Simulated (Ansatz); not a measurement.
# One shape, several levels: AlH2Br (SMILES [H][Al]([H])[Br])

We compute a comparison of 6 runs (HF/STO-3G, B2PLYP/STO-3G, BLYP/STO-3G, CAM-B3LYP/STO-3G, wB97M-V/STO-3G, CCSDTQ/STO-3G) of AlH2Br. 

Program for the calculation: Ansatz 0.2.0.

51 further runs of the same task are left out: 2 that didn't finish, 49 set aside as unsound or not needed.

### Step 1. The structure to begin with

AlH2Br: 4 atoms, total charge 0, spin state singlet. SMILES: `[H][Al]([H])[Br]`. The H3–Al1 distance was set to 3.068 Å, away from the relaxed value. At this shape a bond of the SMILES string is far longer than usual.

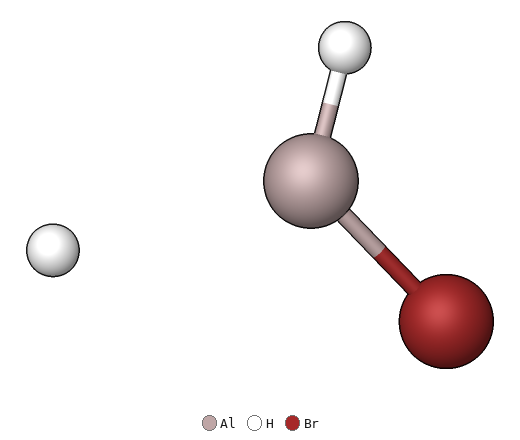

Viewed from a chosen angle; aluminium light grey, hydrogen white, bromine red.

### Step 2. The energy at HF/STO-3G (run 1)

The input, in.yaml:

```yaml
crystal:
  periodic: [false, false, false]
  atoms:
    - {symbol: Al, position_ang: [0.812504, -1.207450, 0.023709]}
    - {symbol: H, position_ang: [2.346414, -1.209540, 0.034389]}
    - {symbol: H, position_ang: [-0.640600, 1.494120, -0.021230]}
    - {symbol: Br, position_ang: [-0.338686, -3.129440, 0.030529]}
basis:
  gaussian:
    orbitals: STO-3G
hamiltonian:
  xc: hf
accuracy: high
```

Launch:

```
$ ansatz run in.yaml --threads 1 --pin off --max-ram 2610MiB --events-out events.jsonl --progress --plain --runs-dir runs
```

The program printed:

```text
Warning: RAYON_NUM_THREADS=1 ignored (pool sized by the plan → 1); use --threads N
Functional definition: HF
  name "HF"
  exchange = exact_x
  correlation = 0
410 factors; integrals over basis functions are off by at most 9.3e-9 eV
mean field evaluation 1: about -75768.3601 eV, gradient 2.0e1 eV
mean field evaluation 2: about -75768.3722 eV, gradient 2.0e1 eV
mean field evaluation 4: about -75773.1120 eV, gradient 3.2e0 eV
mean field evaluation 8: about -75773.2009 eV, gradient 2.1e-5 eV
mean field -75773.20090155 eV, -2784.6137722116 hartree, gradient 5.0e-8 eV, S^2 0.000000; 0 other end points of the search recorded, 0 dependent functions left out
reference -75773.20090155 eV, -2784.6137722116 hartree; 25, 25 occupied and 4, 4 virtual orbitals, 410 factors
Total energy: -75773.20090155 eV, -2784.6137722116 hartree
```

It took 0.2 s on 1 thread of Arm Neoverse V1, shared host.

### Step 3. A single-point energy at B2PLYP/STO-3G (run 2)

The input, input.yaml:

```yaml
crystal:
  periodic: [false, false, false]
  atoms:
    - {symbol: Al, position_ang: [0.812504, -1.207450, 0.023709]}
    - {symbol: H, position_ang: [2.346414, -1.209540, 0.034389]}
    - {symbol: H, position_ang: [-0.640600, 1.494120, -0.021230]}
    - {symbol: Br, position_ang: [-0.338686, -3.129440, 0.030529]}
basis:
  gaussian:
    orbitals: STO-3G
hamiltonian:
  xc: {name: B2PLYP}
correlation:
  frozen_orbitals: {Al: 5, Br: 9, H: 0}
accuracy: high
```

Launch:

```
$ ansatz run input.yaml --threads 1 --pin off --max-ram 2610MiB --events-out events.jsonl --progress --plain --runs-dir runs
```

The program printed:

```text
Warning: RAYON_NUM_THREADS=1 ignored (pool sized by the plan → 1); use --threads N
Functional definition: B2PLYP
  name "B2PLYP"
  parameter a = 0.53
  parameter c = 0.27
  exchange = (1 - a)*b88_x + a*exact_x
  correlation = (1 - c)*lyp_c + c*(mp2_os + mp2_ss)
410 factors; integrals over basis functions are off by at most 9.3e-9 eV
mean field evaluation 1: about -75805.6453 eV, gradient 2.3e1 eV
mean field evaluation 2: about -75805.6418 eV, gradient 2.3e1 eV
mean field evaluation 4: about -75810.7288 eV, gradient 1.1e1 eV
mean field evaluation 8: about -75811.8776 eV, gradient 3.4e-1 eV
mean field evaluation 16: about -75811.8721 eV, gradient 2.3e-5 eV
mean field -75811.87208189 eV, -2786.0349118771 hartree, gradient 1.1e-8 eV, S^2 0.000000; 0 other end points of the search recorded, 0 dependent functions left out; unrestricted orbitals would lower it
14 core orbitals not correlated: weight in the atoms' cores, before any rotation towards them, 1.000 or more for the frozen orbitals, at most 0.000 for the correlated occupied ones
reference -75811.87210083 eV, -2786.0349125729 hartree; 11, 11 occupied and 4, 4 virtual orbitals, 410 factors
second order -4.12736189 eV of doubles, -0.00000000 eV of singles
Total energy: -75812.98648854 eV, -2786.0758655659 hartree
```

Wall time 1.9 s (1 thread of Arm Neoverse V1, shared host); peak memory 0.1 GiB.

Runs 3 to 4 aren't shown in full; the table further down has their settings and results.

### Step 4. A single-point energy at wB97M-V/STO-3G (run 5)

The input, run.yaml:

```yaml
crystal:
  periodic: [false, false, false]
  atoms:
    - {symbol: Al, position_ang: [0.812504, -1.207450, 0.023709]}
    - {symbol: H, position_ang: [2.346414, -1.209540, 0.034389]}
    - {symbol: H, position_ang: [-0.640600, 1.494120, -0.021230]}
    - {symbol: Br, position_ang: [-0.338686, -3.129440, 0.030529]}
basis:
  gaussian: {orbitals: STO-3G}
total_charge: 0
hamiltonian: {xc: {name: wB97M-V}}
accuracy: high
```

Launch:

```
$ ansatz run run.yaml --threads 1 --pin off --max-ram 2610MiB --events-out events.jsonl --progress --plain --runs-dir runs
```

The program printed:

```text
Warning: RAYON_NUM_THREADS=1 ignored (pool sized by the plan → 1); use --threads N
Functional definition: wB97M-V
  name "wB97M-V"
  parameter omega = 0.3/bohr
  parameter cx = 0.15
  parameter cx01 = 1.007
  parameter cx10 = 0.259
  parameter css00 = 0.443
  parameter css04 = -1.437
  parameter css10 = -4.535
  parameter css20 = -3.390
  parameter css43 = 4.278
  parameter cos00 = 1.000
  parameter cos10 = 1.358
  parameter cos20 = 2.924
  parameter cos21 = -8.812
  parameter cos60 = -1.390
  parameter cos61 = 9.142
  parameter b = 6.0
  parameter c = 0.01
  gx(w, u) = 1 - cx + cx01*u + cx10*w
  gss(w, u) = css00 + css04*u^4 + css10*w + css20*w^2 + css43*w^4*u^3
  gos(w, u) = cos00 + cos10*w + (cos20 + cos21*u)*w^2 + (cos60 + cos61*u)*w^6
  exchange = spin_sum(e_x_unif_sr(omega)*gx(b97_w, b97_u_x)) + cx*exact_x_sr(omega) + exact_x_lr(omega)
  correlation = spin_sum(e_c_pw_mod_same_spin*gss(b97_w, b97_u_same))
      + integral(e_c_pw_mod_opposite_spin*gos(b97_w_opposite, b97_u_opposite)) + vv10(b, c)
410 factors; integrals over basis functions are off by at most 9.3e-9 eV
132 factors; integrals over basis functions are off by at most 9.3e-10 eV
mean field evaluation 1: about -75821.5024 eV, gradient 2.3e1 eV
mean field evaluation 2: about -75817.1429 eV, gradient 2.5e1 eV
mean field evaluation 4: about -75828.0991 eV, gradient 3.4e0 eV
mean field evaluation 8: about -75828.1438 eV, gradient 9.4e-2 eV
mean field evaluation 16: about -75828.1439 eV, gradient 1.1e-5 eV
mean field -75828.14386835 eV, -2786.6328889999 hartree, gradient 1.3e-8 eV, S^2 0.000000; 0 other end points of the search recorded, 0 dependent functions left out
reference -75828.14387095 eV, -2786.6328890954 hartree; 25, 25 occupied and 4, 4 virtual orbitals, 410 factors
Total energy: -75828.14387095 eV, -2786.6328890954 hartree
```

It took 20 s on 1 thread of Arm Neoverse V1, shared host; peak memory 0.29 GiB.

### Step 5. A single-point energy at CCSDTQ/STO-3G (run 6)

The input, input.yaml:

```yaml
crystal:
  periodic: [false, false, false]
  atoms:
    - symbol: Al
      position_ang: [0.812504, -1.207450, 0.023709]
    - symbol: H
      position_ang: [2.346414, -1.209540, 0.034389]
    - symbol: H
      position_ang: [-0.640600, 1.494120, -0.021230]
    - symbol: Br
      position_ang: [-0.338686, -3.129440, 0.030529]
basis:
  gaussian: {orbitals: STO-3G}
correlation: {method: ccsdtq, frozen_orbitals: {Al: 5, Br: 9, H: 0}}
accuracy: high
scf: {omitted_lower_state_checks: [cluster_reference, increment]}
```

Launch:

```
$ ansatz run input.yaml --threads 1 --pin off --max-ram 2610MiB --events-out events.jsonl --progress --plain --runs-dir runs
```

The program printed:

```text
Warning: RAYON_NUM_THREADS=1 ignored (pool sized by the plan → 1); use --threads N
[... 12 lines left out ...]
14 core orbitals not correlated: weight in the atoms' cores, before any rotation towards them, 1.000 or more for the frozen orbitals, at most 0.000 for the correlated occupied ones
[... 52 lines left out ...]
WARN: these amplitudes may be one of several solutions (largest doubles amplitude 0.70, level shift 7.64 eV)
Total energy: -75777.68625545 eV, -2784.7786059274 hartree
Checks for a lower state left out: cluster_reference, increment
```

It took 21 s on 1 thread of Arm Neoverse V1, shared host; peak memory 0.22 GiB.

### Step 6. The series

```
run             level  frozen core orbitals   energy (Eh)  wall time
  1         HF/STO-3G                     –  -2784.613772      0.2 s
  2     B2PLYP/STO-3G                    14  -2786.075866      1.9 s
  3       BLYP/STO-3G                     –  -2786.402238      1.4 s
  4  CAM-B3LYP/STO-3G                     –  -2786.567312      1.7 s
  5    wB97M-V/STO-3G                     –  -2786.632889       20 s
  6     CCSDTQ/STO-3G                    14  -2784.778606       21 s
```

### Step 7. Results

| quantity | value |
| --- | --- |
| run 6: total energy | -2784.77861 Eh |
| run 6: correlation energy (14 core orbitals frozen) | -164.8 mEh |
| run 6: T1 diagnostic | 0.040 |

In words: Totals of different functionals can't be ranked against each other. In runs 2, 6 the log says that unrestricted orbitals would lower the reference, so the values rest on an unstable closed-shell determinant (other closed-shell runs at this shape may share the fault). In runs 1, 2, 3, 4, 5, 6 the basis is minimal, so the values are rough. All runs together took 46 s, the longest 21 s.
